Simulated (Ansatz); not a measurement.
# How K+ BF4- in propylene carbonate and diethyl carbonate changes with density

How do energy, pressure, forces, levels, charges and cost follow the density?

Computed with Ansatz 0.2.0: Kohn-Sham DFT, r2SCAN+D4, PAW (set soft_2). Every run is a single point, with the atoms held where the recipe put them (cutoff of the plane-wave runs 500 eV, fermi-dirac smearing of 0.05 eV).

First member: 5 propylene carbonate, 7 diethyl carbonate, 1 K+, 1 BF4- placed at random, at 0.986 g/cm³; overlaps pushed apart, then 10 ps at 550 K with stiff harmonic cages for PF6 and BF4 with UFF radii; Joung-Cheatham ions (J. Phys. Chem. B 112, 9020 (2008)); MMFF94 bonds, angles, torsions, charges and radii (Halgren, J. Comput. Chem. 17, 490 (1996)) in harmonic and 12-6 forms; charges of ions scaled by 0.8. Snapshot after 30 ps at 330 K and fixed volume.

Last member: 5 propylene carbonate, 7 diethyl carbonate, 1 K+, 1 BF4- placed at random, at 1.31 g/cm³; overlaps pushed apart, then 10 ps at 550 K with stiff harmonic cages for PF6 and BF4 with UFF radii; Joung-Cheatham ions (J. Phys. Chem. B 112, 9020 (2008)); MMFF94 bonds, angles, torsions, charges and radii (Halgren, J. Comput. Chem. 17, 490 (1996)) in harmonic and 12-6 forms; charges of ions scaled by 0.8. Snapshot after 30 ps at 330 K and fixed volume.

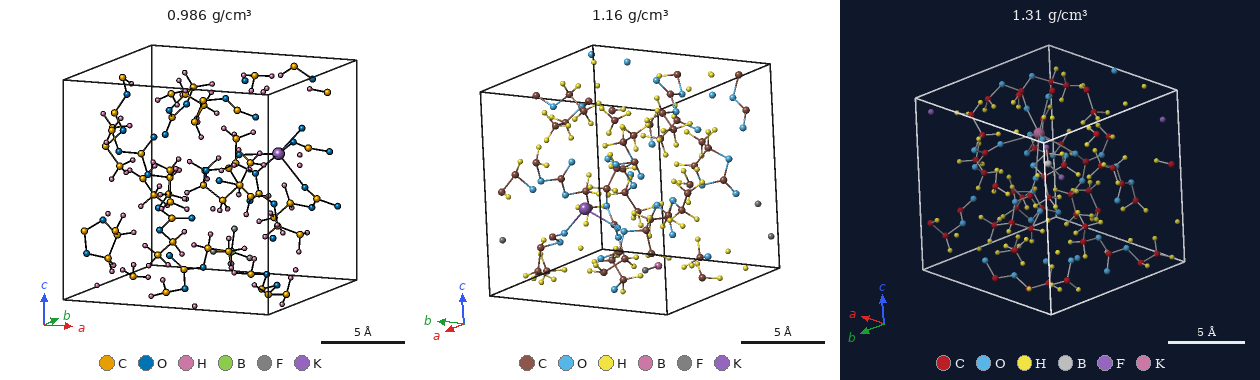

Three members of the series, labelled by density. Bonds to atoms that aren't drawn are left out. B lies hidden behind other atoms in this view. Some periodic images of atoms are drawn too.

The members:

```
density (g/cm³)  reduced formula  atoms  valence electrons  k-mesh        basis  density (g/cm³)
          0.986   KBH100C55O36F4    197                576   1×1×1  plane waves            0.986
          1.041   KBH100C55O36F4    197                576   1×1×1  plane waves             1.04
          1.096   KBH100C55O36F4    197                576   1×1×1  plane waves             1.10
          1.162   KBH100C55O36F4    197                576   1×1×1  plane waves             1.16
          1.228   KBH100C55O36F4    197                576   1×1×1  plane waves             1.23
          1.315   KBH100C55O36F4    197                576   1×1×1  plane waves             1.31
```

Each cell is one sample from a classical run, so sample-to-sample scatter enters every column; pressures lack the kinetic term, and hold the strain of bonds inside molecules, whose lengths the classical model set.

The input of the first member, without its atom lines; other members have their own cell and atoms, and may differ in mesh, basis and outputs:

```yaml
crystal:
  lattice:
    - [13.50721, 0.0, 0.0]
    - [0.0, 13.50721, 0.0]
    - [0.0, 0.0, 13.50721]
  atoms:
    [... 197 lines ...]
kpoints:
  mp_grid: { grid: [1, 1, 1] }
hamiltonian:
  xc: r2scan
  dispersion: d4
scf:
  occupations: { method: fermi_dirac, width: 0.05 }
output:
  forces: true
  stress: true
  populations: intrinsic
  dos:
    method: { smearing: { sigma: 0.15 } }
    de: 0.1
    projected: { site_lists: { B: [B], C: [C], F: [F], H: [H], K: [K] } }
  eigenvalues: true
  write_density: true
  write_potential: true
  volumetric_format: npy
```

Predict the trends along the series.

Results; charges are mean intrinsic-atomic-orbital charges in e:

```csv
density (g/cm³),energy less the first member's (meV/atom),pressure (GPa),r.m.s. force (eV/Å),gap (eV),q(B),q(K),q(F)
0.986,0.0,-0.230,1.04,5.56,+0.94,+0.86,-0.47
1.041,-0.7,-0.231,1.07,5.83,+0.94,+0.85,-0.47
1.096,-6.3,-0.374,0.984,6.02,+0.92,+0.88,-0.46
1.162,-2.8,-0.405,1.06,6.05,+0.92,+0.86,-0.46
1.228,3.2,-0.270,1.10,5.77,+0.91,+0.86,-0.46
1.315,-8.6,0.250,1.07,5.26,+0.92,+0.84,-0.46
```

The gap is that between the highest filled and lowest empty Kohn-Sham level on the run's k-points, and semilocal functionals tend to put gaps under measured ones. Atoms aren't relaxed at this level, so pressure against density here is no equation of state.

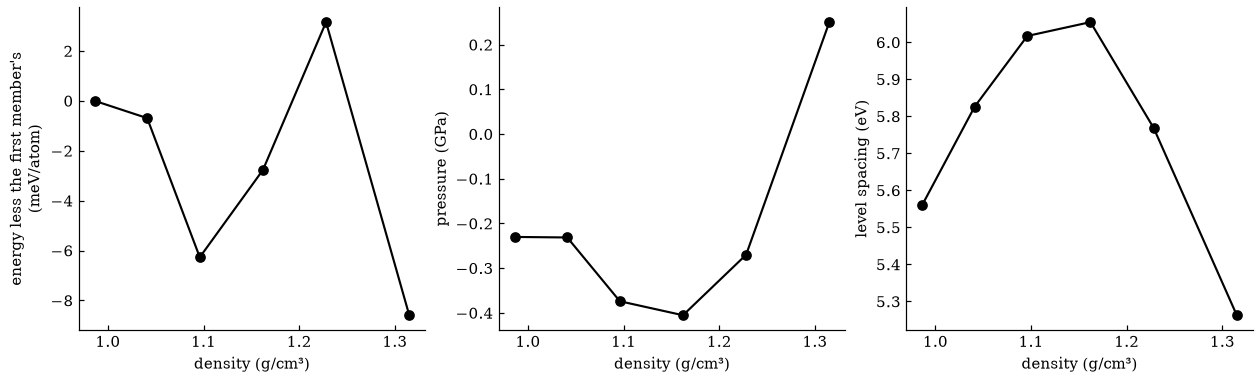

Results against density.

Cost on 8 threads of Arm Neoverse V2, shared host:

```csv
density (g/cm³),atoms,basis,k-mesh,SCF cycles,time,host memory (GiB)
0.986,197,plane waves,1×1×1,11,60 s,7.0
1.041,197,plane waves,1×1×1,11,57 s,6.8
1.096,197,plane waves,1×1×1,11,54 s,6.3
1.162,197,plane waves,1×1×1,11,51 s,6.1
1.228,197,plane waves,1×1×1,11,53 s,5.9
1.315,197,plane waves,1×1×1,10,45 s,5.3
```

Times include the outputs that each run asked for, on hosts shared with other jobs.

**Reading.** The energy against the first member is lowest at 1.31 g/cm³ (-8.6 meV/atom) and highest at 1.23 g/cm³ (3.2 meV/atom), with no steady trend; each member is a single configuration. The gap is lowest at 1.31 g/cm³ (5.26 eV) and highest at 1.16 g/cm³ (6.05 eV), with no steady trend; in single samples it varies with the configuration. The mean charge on B lies between +0.91 and +0.94 e, with no steady trend. The pressure is lowest at 1.16 g/cm³ (-0.41 GPa) and highest at 1.31 g/cm³ (0.25 GPa), with no steady trend.

**Limits.** The network of contacts between molecules at the start is that of the classical potential that made the cell, and needn't be the one that DFT or experiment would give. The cells aren't relaxed by DFT, which could reorder their energies.

[Logs are printed without paths, hosts, clocks, repeated set-up lines and the standing remarks that a program may print on its own settings, such as how far it seeks lower states.]

[Hosts, paths, dates, database ids (printed as entryN), source tags and the programs' standing remarks are cut or masked in the printed files.]

[The MMFF94 radii named for the starting cell were scaled by 0.96; in molecules described by MMFF94, hydrogen bound to N, O or S took a small fixed 12-6 site in their place.]
